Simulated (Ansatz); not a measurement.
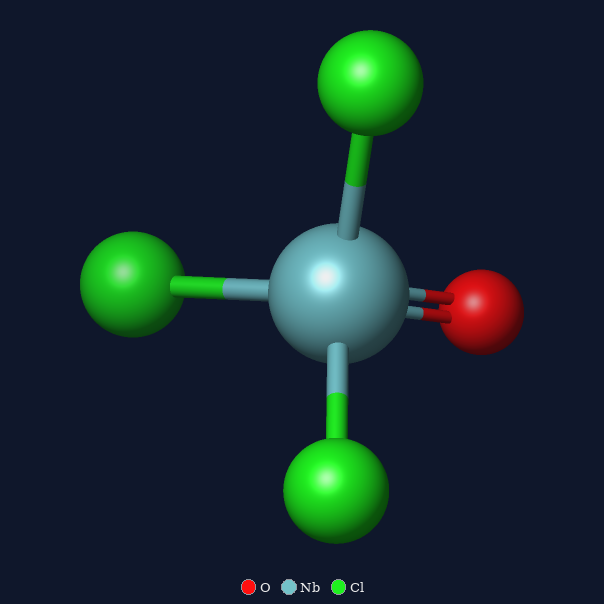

Double and triple bonds are drawn as two and three sticks.

Charge 0, singlet. The geometry was computed by an optimisation with PBE0-D4/def2-TZVP.

> Give the formula.

NbCl₃O, 5 atoms: 1 niobium, 3 chlorine and 1 oxygen.

> What is the point group of this geometry?

C3v.

> What is its SMILES?

[O]=[Nb]([Cl])([Cl])[Cl]

> How many atoms are distinct by symmetry?

3: 1 O, 1 Nb, 3 Cl.

> How many bonds of each kind are drawn?

3 Cl–Nb, 1 Nb–O.

The parts below concern this one geometry. Atoms keep their numbers from picture to picture.

Levels of theory compared

Program: Ansatz 0.2.0.

Compare HOMO energy (eV), dipole (D) at these levels: B3LYP-D4/def2-TZVPP; PBE-D4/def2-TZVPP; r2SCAN-D4/def2-TZVPP; ωB97M-V/def2-TZVPP.

```json
{"level": "B3LYP-D4/def2-TZVPP", "HOMO energy (eV)": "−9.55", "dipole (D)": "1.15"}
{"level": "PBE-D4/def2-TZVPP", "HOMO energy (eV)": "−8.38", "dipole (D)": "1.05"}
{"level": "r2SCAN-D4/def2-TZVPP", "HOMO energy (eV)": "−8.78", "dipole (D)": "1.08"}
{"level": "ωB97M-V/def2-TZVPP", "HOMO energy (eV)": "−12.07", "dipole (D)": "1.08"}
```

Charges

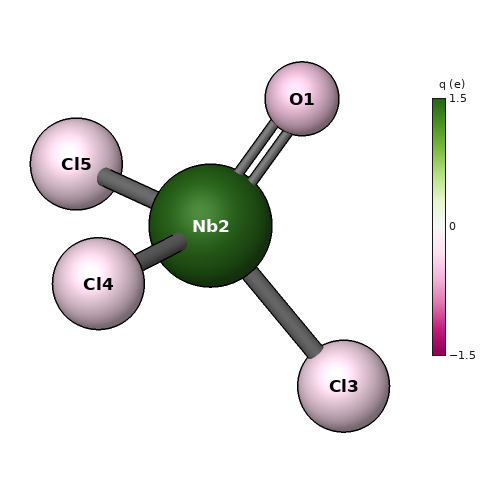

Atoms are coloured by their Mulliken charges. Level of theory: RKS PBE0-D4/def2-TZVP, core potentials on Nb (Ansatz 0.2.0).

Give the Mulliken charges atom by atom.

| atom | value (e) |
| --- | --- |
| O1 | −0.47 |
| Nb2 | 1.48 |
| Cl3 | −0.34 |
| Cl4 | −0.34 |
| Cl5 | −0.34 |

Thermal motion

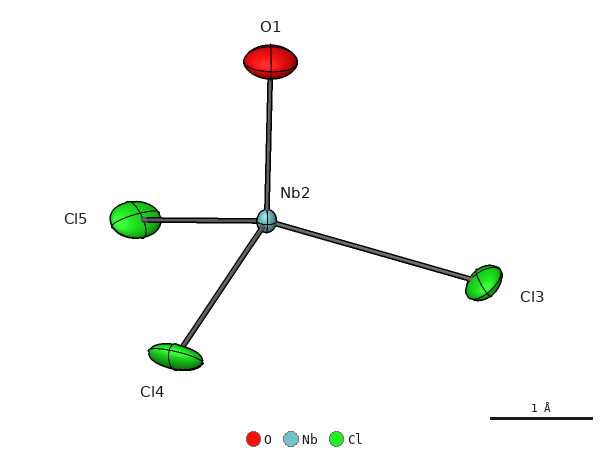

Displacement ellipsoids at the 50 % level, enlarged 2 times, from the internal vibrations of the free molecule (harmonic, no overall translation or rotation; no half-axis is drawn under 0.075 Å). Vibrations computed with RKS PBE0-D4/def2-TZVP, core potentials on Nb (Ansatz 0.2.0). Temperature: 298 K.

> Which atom moves most?

O1, with U_eq = 0.0057 Å².

Give the displacement parameters, one line for each set of equivalent atoms.

```csv
atom,U_eq (Å²),rms amplitudes (Å)
O1,0.0057,"0.051, 0.085, 0.085"
Nb2,0.0012,"0.032, 0.032, 0.040"
"Cl3, Cl4, Cl5",0.0048,"0.039, 0.067, 0.092"
```

Mulliken values depend strongly on the basis set and can even reverse the polarity of a bond.
